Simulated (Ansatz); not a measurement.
# C₂H₆FSi radical: a ladder of functionals and wavefunction methods, part 2 of 2

Ansatz 0.2.0, Gaussian basis; functionals in def2-TZVPP, the program's frozen cores in correlated methods. Earlier steps stand in the parts before.

## Step 17: ωB97M-V (range-separated)

Contents of in.yaml:

```yaml
crystal:
  periodic: [false, false, false]
  atoms:
    - {symbol: C, position_ang: [-0.734500, 1.210047, -0.651410]}
    - {symbol: Si, position_ang: [0.086836, -0.464382, -0.754683]}
    - {symbol: C, position_ang: [0.992897, -0.908533, 0.817190]}
    - {symbol: F, position_ang: [-1.079285, -1.560671, -0.964502]}
    - {symbol: H, position_ang: [-1.285398, 1.438327, -1.565582]}
    - {symbol: H, position_ang: [-1.437082, 1.230466, 0.188762]}
    - {symbol: H, position_ang: [0.012161, 1.992598, -0.496419]}
    - {symbol: H, position_ang: [1.793803, -0.191281, 1.012095]}
    - {symbol: H, position_ang: [0.299988, -0.892843, 1.665460]}
    - {symbol: H, position_ang: [1.433679, -1.904929, 0.751988]}
basis:
  gaussian: {orbitals: def2-TZVPP}
magnetization: {spin_polarized: true, initial_magnetization: 1}
hamiltonian: {xc: {name: wB97M-V}}
output: {forces: true, orbitals: {seedname: orbitals}}
```

The run is started by

```bash
$ ansatz run in.yaml --threads 4 --pin off --events-out ev --progress --plain --max-ram 10444MiB
```

Standard output, shortened:

```text
Functional definition: wB97M-V
  name "wB97M-V"
  cite "Mardirossian & Head-Gordon, J. Chem. Phys. 144, 214110 (2016) doi:10.1063/1.4952647"
  cite "Becke, J. Chem. Phys. 107, 8554 (1997) doi:10.1063/1.475007"
  cite "Vydrov & Van Voorhis, J. Chem. Phys. 133, 244103 (2010) doi:10.1063/1.3521275"
  # Of w^i u^j: cxij and so on, Table III.
[...]
  gx(w, u) = 1 - cx + cx01*u + cx10*w
[...]
Atom 6 at     0.012161     1.992598    -0.496419 Å, force    -0.054711    -0.054596    -0.010402 eV/Å
Atom 7 at     1.793803    -0.191281     1.012095 Å, force    -0.057379    -0.051554    -0.011852 eV/Å
Atom 8 at     0.299988    -0.892843     1.665460 Å, force     0.046908    -0.001810    -0.060281 eV/Å
Atom 9 at     1.433679    -1.904929     0.751988 Å, force    -0.032117     0.080877     0.008203 eV/Å
Dipole moment:     0.179469     0.273734     0.183734 e Å
```

It took 9.5 s on 4 threads of Arm Neoverse V2, shared host; peak memory 0.87 GiB.

With the free atoms at this level, -12728.268 eV in sum, the atomisation energy is 38.823 eV. HOMO -7.46 eV, LUMO -0.22 eV.

## Step 18: B2PLYP (double hybrid)

in.yaml, as its differences from that of step 17:

```diff
@@ -16,3 +16,2 @@
 magnetization: {spin_polarized: true, initial_magnetization: 1}
-hamiltonian: {xc: {name: wB97M-V}}
-output: {forces: true, orbitals: {seedname: orbitals}}
+hamiltonian: {xc: {name: B2PLYP}}
```

The command is unchanged.

Standard output, shortened:

```text
Functional definition: B2PLYP
  name "B2PLYP"
  cite "Grimme, J. Chem. Phys. 124, 034108 (2006) doi:10.1063/1.2148954"
  cite "Becke, Phys. Rev. A 38, 3098 (1988) doi:10.1103/PhysRevA.38.3098"
  cite "Lee, Yang & Parr, Phys. Rev. B 37, 785 (1988) doi:10.1103/PhysRevB.37.785"
[...]
1272 factors; integrals over basis functions are off by at most 1.1e-3 eV
[...]
mean field -12756.72508674 eV, -468.8010001190 hartree, gradient 4.3e-6 eV, S^2 0.752029; 0 other end points of the search recorded, 0 dependent functions left out
8 core orbitals not correlated: weight in the atoms' cores, before any rotation towards them, 1.000 or more for the frozen orbitals, at most 0.000 for the correlated occupied ones
reference -12756.72525204 eV, -468.8010061935 hartree; 13, 12 occupied and 198, 199 virtual orbitals, 1272 factors
second order -23.10713843 eV of doubles, -0.00000000 eV of singles
Total energy: -12762.96417942 eV, -469.0302825457 hartree
```

Wall time 4.3 s (4 threads of Arm Neoverse V2, shared host); peak memory 0.6 GiB.

Atomisation energy: 38.440 eV (free atoms -12724.524 eV, run apart).

## Step 19: PBE-QIDH (double hybrid)

in.yaml, as its differences from that of step 18:

```diff
@@ -16,2 +16,2 @@
 magnetization: {spin_polarized: true, initial_magnetization: 1}
-hamiltonian: {xc: {name: B2PLYP}}
+hamiltonian: {xc: {name: PBE-QIDH}}
```

Same command.

Standard output, shortened:

```text
Functional definition: PBE-QIDH
  name "PBE-QIDH"
  cite "Brémond, Sancho-García, Pérez-Jiménez & Adamo, J. Chem. Phys. 141, 031101 (2014) doi:10.1063/1.4890314"
  cite "Perdew, Burke & Ernzerhof, Phys. Rev. Lett. 77, 3865 (1996) doi:10.1103/PhysRevLett.77.3865"
[...]
1272 factors; integrals over basis functions are off by at most 1.1e-3 eV
[...]
mean field -12751.08813924 eV, -468.5938461191 hartree, gradient 4.3e-6 eV, S^2 0.752265; 0 other end points of the search recorded, 0 dependent functions left out
8 core orbitals not correlated: weight in the atoms' cores, before any rotation towards them, 1.000 or more for the frozen orbitals, at most 0.000 for the correlated occupied ones
reference -12751.08815170 eV, -468.5938465769 hartree; 13, 12 occupied and 198, 199 virtual orbitals, 1272 factors
second order -21.52480819 eV of doubles, -0.00000000 eV of singles
Total energy: -12758.26308776 eV, -468.8575206139 hartree
```

It took 4.1 s on 4 threads of Arm Neoverse V2, shared host; peak memory 0.56 GiB.

Atomisation energy: 38.640 eV (free atoms -12719.623 eV, run apart).

## Step 20: Orbital energies across the functionals

Dipoles come from the runs that computed forces. Levels are read from the orbital files that the runs wrote (highest filled and lowest empty over both spins):

```csv
functional,HOMO (eV),LUMO (eV),gap (eV),dipole (D)
LDA (SPW92),-4.47,-3.14,1.32,
PBE-D4,-4.51,-2.69,1.82,1.78
revPBE-D4,-4.50,-2.54,1.96,
BLYP-D4,-4.33,-2.78,1.55,
r2SCAN-D4,-4.86,-2.21,2.65,1.81
B97M-V,-4.50,-2.96,1.54,
PBE0-D4,-5.70,-1.76,3.94,
B3LYP-D4,-5.44,-2.22,3.22,1.82
r2SCANh-D4,-5.29,-1.92,3.37,
r2SCAN0-D4,-5.95,-1.50,4.45,
HSE06-D4,-5.30,-2.15,3.16,
BHLYP-D4,-6.74,-1.04,5.70,
CAM-B3LYP-D4,-6.96,-0.95,6.00,
LC-ωPBE,-8.39,0.57,8.95,
ωB97X-V,-7.87,-0.05,7.82,
ωB97M-V,-7.46,-0.22,7.24,1.80
```

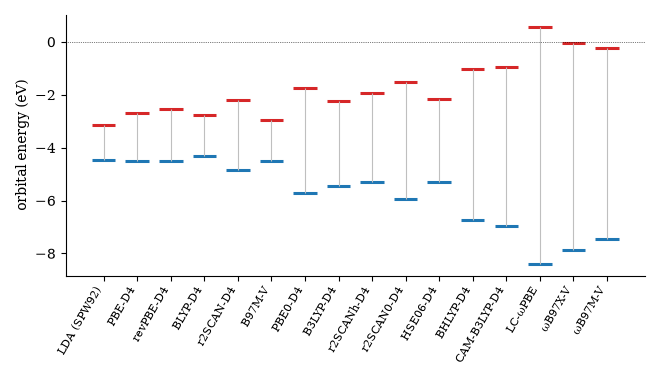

Highest occupied (blue) and lowest empty (red) level by functional.

## Step 21: CCSD(T) in def2-SVP

in.yaml, as its differences from that of step 19:

```diff
@@ -14,4 +14,5 @@
 basis:
-  gaussian: {orbitals: def2-TZVPP}
+  gaussian: {orbitals: def2-SVP}
 magnetization: {spin_polarized: true, initial_magnetization: 1}
-hamiltonian: {xc: {name: PBE-QIDH}}
+correlation: {method: ccsd_t}
+scf: {omitted_lower_state_checks: [cluster_reference]}
```

Same command.

Standard output, shortened:

```text
Functional definition: HF
  name "HF"
  cite "Fock, Z. Phys. 61, 126 (1930) doi:10.1007/BF01340294"
  parent pbe
[...]
898 factors; integrals over basis functions are off by at most 1.4e-3 eV
[...]
mean field -12718.87596244 eV, -467.4100704558 hartree, gradient 1.4e-6 eV, S^2 0.752256; 0 other end points of the search recorded, 0 dependent functions left out
[...]
reference -12718.87596244 eV, -467.4100704558 hartree; 13, 12 occupied and 69, 70 virtual orbitals, 898 factors
second order -15.08081704 eV of doubles, -0.00000000 eV of singles
cycle   1  -15.80522524 eV  change   -7.2e-1 eV  update   8.4e-2
[...]
cycle   9  -16.26237723 eV  change   -9.0e-6 eV  update   2.3e-5
perturbative correction -0.37739889 eV, -0.0138691533 hartree
Total energy: -12735.51573856 eV, -468.0215709495 hartree
Checks for a lower state left out: cluster_reference
```

It took 6 s on 4 threads of Arm Neoverse V2, shared host; peak memory 0.64 GiB.

## Step 22: CCSD(T) in def2-TZVPP

in.yaml, as its differences from that of step 21:

```diff
@@ -14,3 +14,3 @@
 basis:
-  gaussian: {orbitals: def2-SVP}
+  gaussian: {orbitals: def2-TZVPP}
 magnetization: {spin_polarized: true, initial_magnetization: 1}
@@ -18 +18,2 @@
 scf: {omitted_lower_state_checks: [cluster_reference]}
+output: {orbitals: {seedname: orbitals}}
```

Same command.

Standard output, shortened:

```text
Functional definition: HF
  name "HF"
  cite "Fock, Z. Phys. 61, 126 (1930) doi:10.1007/BF01340294"
  parent pbe
[...]
1272 factors; integrals over basis functions are off by at most 1.1e-3 eV
[...]
mean field -12727.77651876 eV, -467.7371598676 hartree, gradient 2.2e-6 eV, S^2 0.752910; 0 other end points of the search recorded, 0 dependent functions left out
[...]
reference -12727.77651876 eV, -467.7371598676 hartree; 13, 12 occupied and 198, 199 virtual orbitals, 1272 factors
second order -19.21826933 eV of doubles, -0.00000000 eV of singles
cycle   1  -19.71783502 eV  change   -5.0e-1 eV  update   8.9e-2
[...]
cycle  10  -20.23022293 eV  change    5.4e-6 eV  update   1.2e-5
perturbative correction -0.69423103 eV, -0.0255125197 hartree
Total energy: -12748.70097271 eV, -468.5061193673 hartree
Checks for a lower state left out: cluster_reference
```

It took 3.5 min on 4 threads of Arm Neoverse V2, shared host; peak memory 9 GiB.

## Step 23: MP2 in def2-QZVPP

in.yaml, as its differences from that of step 22:

```diff
@@ -14,6 +14,5 @@
 basis:
-  gaussian: {orbitals: def2-TZVPP}
+  gaussian: {orbitals: "def2-QZVPP.json"}
 magnetization: {spin_polarized: true, initial_magnetization: 1}
-correlation: {method: ccsd_t}
+correlation: {method: mp2}
 scf: {omitted_lower_state_checks: [cluster_reference]}
-output: {orbitals: {seedname: orbitals}}
```

Launched as before.

Standard output, shortened:

```text
Functional definition: HF
  name "HF"
  cite "Fock, Z. Phys. 61, 126 (1930) doi:10.1007/BF01340294"
  parent pbe
[...]
2485 factors; integrals over basis functions are off by at most 1.0e-3 eV
[...]
mean field -12728.27016700 eV, -467.7553011060 hartree, gradient 2.8e-6 eV, S^2 0.752956; 0 other end points of the search recorded, 0 dependent functions left out
8 core orbitals not correlated: weight in the atoms' cores, before any rotation towards them, 1.000 or more for the frozen orbitals, at most 0.000 for the correlated occupied ones
reference -12728.27016700 eV, -467.7553011060 hartree; 13, 12 occupied and 400, 401 virtual orbitals, 2485 factors
second order -20.72023794 eV of doubles, -0.00000000 eV of singles
Total energy: -12748.99040494 eV, -468.5167558055 hartree
Checks for a lower state left out: cluster_reference
```

It took 16 s on 4 threads of Arm Neoverse V2, shared host; peak memory 2.2 GiB.

Energy pieces by basis (eV):

```csv
basis,HF,MP2 correlation,CCSD correlation,(T),total
def2-SVP,-12718.8760,-15.0808,-16.2624,-0.3774,-12735.5157
def2-TZVPP,-12727.7765,-19.2183,-20.2302,-0.6942,-12748.7010
def2-QZVPP,-12728.2702,-20.7202,,,-12748.9904 (MP2)
```

The report of the def2-TZVPP run gives T1 = 0.0121.

## Step 24: From triple and quadruple zeta to the limit

This step is arithmetic on the last runs, with X = 3 and 4: exp(−7.88√X) for Hartree-Fock, X^−2.97 for correlation; only MP2 was run in the larger set, so CCSD(T) minus MP2 is added from the smaller one.

```csv
level,energy at the limit (eV)
HF,-12728.3382
MP2,-12750.1710
CCSD,-12751.1829
CCSD(T),-12751.8772
```

## Step 25: RPA on PBE orbitals

in.yaml, as its differences from that of step 23:

```diff
@@ -14,5 +14,5 @@
 basis:
-  gaussian: {orbitals: "def2-QZVPP.json"}
+  gaussian: {orbitals: def2-TZVPP}
 magnetization: {spin_polarized: true, initial_magnetization: 1}
-correlation: {method: mp2}
-scf: {omitted_lower_state_checks: [cluster_reference]}
+hamiltonian: {xc: pbe}
+correlation: {method: rpa}
```

Same command.

Standard output, shortened:

```text
Functional definition: PBE
  name "PBE"
  cite "Perdew, Burke & Ernzerhof, Phys. Rev. Lett. 77, 3865 (1996) doi:10.1103/PhysRevLett.77.3865"
  parent pbe
[...]
1272 factors; integrals over basis functions are off by at most 1.1e-3 eV
[...]
mean field -12759.95883215 eV, -468.9198380708 hartree, gradient 1.7e-6 eV, S^2 0.751491; 0 other end points of the search recorded, 0 dependent functions left out
8 core orbitals not correlated: weight in the atoms' cores, before any rotation towards them, 1.000 or more for the frozen orbitals, at most 0.000 for the correlated occupied ones
reference -12726.46892982 eV, -467.6891068603 hartree; 13, 12 occupied and 198, 199 virtual orbitals, 1272 factors
Total energy: -12758.46928157 eV, -468.8650980966 hartree
```

Run time: 4.4 s. Hardware: 4 threads of Arm Neoverse V2, shared host; peak memory 0.6 GiB.

RPA correlation: -32.000 eV. No RPA run of the hydrogen atom was made, so RPA has no atomisation energy below.

## Step 26: The ladder

Free atoms (2 C, 1 Si, 1 F, 6 H) were run apart at each level; the atomisation energy is their sum less the molecule, without zero-point or spin-orbit terms.

Differences are taken before rounding.

```csv
method,rung,"atoms, summed (eV)",atomisation energy (eV),from CCSD(T)/CBS (eV),time
LDA (SPW92),LDA,-12656.238,43.722,+4.912,1.1 s
PBE-D4,GGA,-12720.824,39.311,+0.502,2.4 s
revPBE-D4,GGA,-12728.567,38.504,-0.306,2.1 s
BLYP-D4,GGA,-12729.941,38.625,-0.185,2.1 s
r2SCAN-D4,meta-GGA,-12727.699,39.032,+0.222,5.5 s
B97M-V,meta-GGA,-12727.923,38.899,+0.090,8.5 s
PBE0-D4,hybrid,-12722.483,38.845,+0.035,2.8 s
B3LYP-D4,hybrid,-12732.047,38.806,-0.004,3.4 s
r2SCANh-D4,hybrid,-12727.626,38.852,+0.042,5.5 s
r2SCAN0-D4,hybrid,-12727.528,38.596,-0.214,5.5 s
HSE06-D4,hybrid,-12722.020,38.866,+0.056,3 s
BHLYP-D4,hybrid,-12729.716,37.962,-0.847,3.6 s
CAM-B3LYP-D4,range-separated,-12729.232,39.010,+0.201,3.3 s
LC-ωPBE,range-separated,-12725.814,38.795,-0.015,2.6 s
ωB97X-V,range-separated,-12728.065,38.856,+0.046,7.5 s
ωB97M-V,range-separated,-12728.268,38.823,+0.013,9.5 s
B2PLYP,double hybrid,-12724.524,38.440,-0.370,4.3 s
PBE-QIDH,double hybrid,-12719.623,38.640,-0.170,4.1 s
HF/def2-TZVPP,wavefunction,-12698.097,29.680,-9.130,
MP2/def2-TZVPP,wavefunction,-12708.602,38.393,-0.417,
CCSD/def2-TZVPP,wavefunction,-12710.539,37.468,-1.342,
CCSD(T)/def2-SVP,wavefunction,-12698.922,36.594,-2.216,6 s
CCSD(T)/def2-TZVPP,wavefunction,-12710.811,37.890,-0.919,3.5 min
MP2/CBS,wavefunction,-12710.859,39.312,+0.503,
CCSD(T)/CBS,wavefunction,-12713.067,38.810,0,3.8 min
```

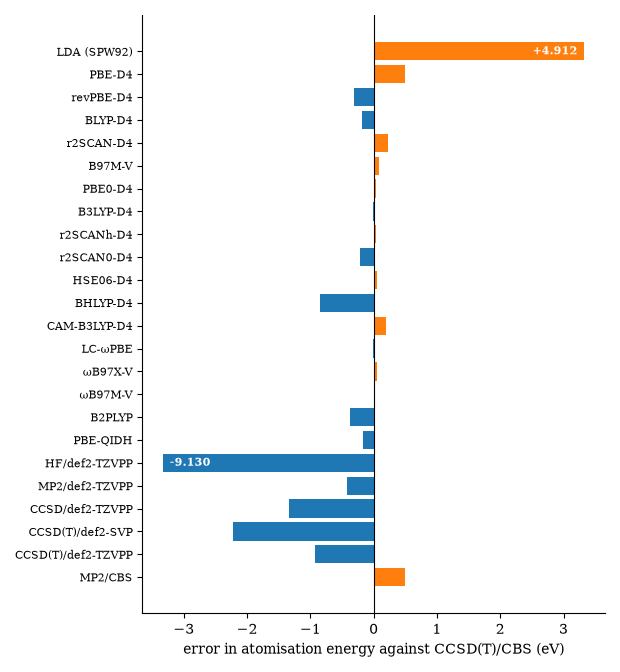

Error of each method against CCSD(T)/CBS. Bars with a number in them are cut short.

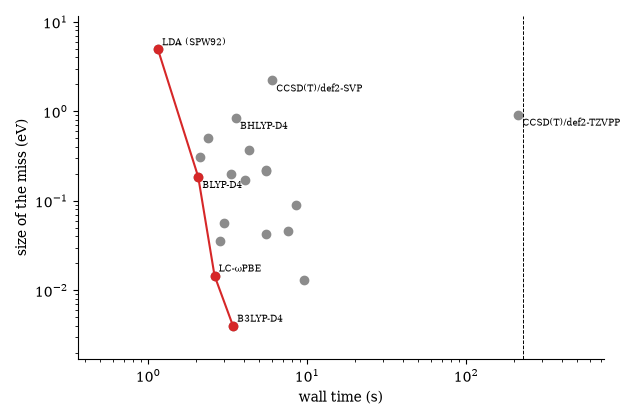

Miss against cost. Red marks the levels that no quicker level drawn beats (of those quicker than the yardstick), and the dashed line is the time of CCSD(T)/CBS. Only those levels and the largest misses are named. Times are from a shared host.

LDA (SPW92), LC-ωPBE, B2PLYP, PBE-QIDH carry no dispersion term (for B3LYP, D4 adds 0.284 eV).

Times are those of the molecule's run; HF, MP2 and CCSD come out of the CCSD(T) runs, and the limit's time is the sum of the runs that it needs.

## Step 27: Outcome

The summary covers parts 1 to 2.

| quantity | value |
| --- | --- |
| atomisation energy, CCSD(T)/CBS | 38.810 eV |
| functionals within 0.194 eV (0.5 %) | BLYP-D4, B97M-V, PBE0-D4, B3LYP-D4, r2SCANh-D4, HSE06-D4, LC-ωPBE, ωB97X-V, ωB97M-V, PBE-QIDH |
| farthest beyond LDA | BHLYP-D4 (-0.847 eV) |
| mean size of error, GGA | 0.331 eV |
| mean size of error, meta-GGA | 0.156 eV |
| mean size of error, hybrid | 0.200 eV |
| mean size of error, range-separated | 0.069 eV |
| mean size of error, double hybrid | 0.270 eV |
| gap, smallest and largest | 1.32 eV (LDA (SPW92)), 8.95 eV (LC-ωPBE) |
| T1 diagnostic | 0.0121 |
| triples share of the correlation energy | 3.3 % |

LDA overbinds by 4.912 eV (13 %). PBE-D4 misses by +0.502 eV. Double hybrids carry the basis error of their MP2 part in triple zeta, and no dispersion term here, so their miss is partly the set-up's. The rungs range-separated, meta-GGA miss on average by less than the doubt on the reference (0.194 eV), so they tie. Misses under about 0.194 eV are within the doubt on the reference itself, which lacks core-valence correlation, relativity and higher excitations. Hartree-Fock recovers 76 % of the binding; the rest is correlation. CCSD(T) in def2-SVP is off by -2.216 eV, which most functionals beat. Orbital gaps span 1.3 to 9.0 eV; exact exchange widens them.

B3LYP-D4 reaches 0.004 eV from the reference in 3.4 s, where CCSD(T)/CBS took 3.8 min; the quickest level in the cost chart, LDA (SPW92), takes 1.1 s and misses by 4.912 eV.
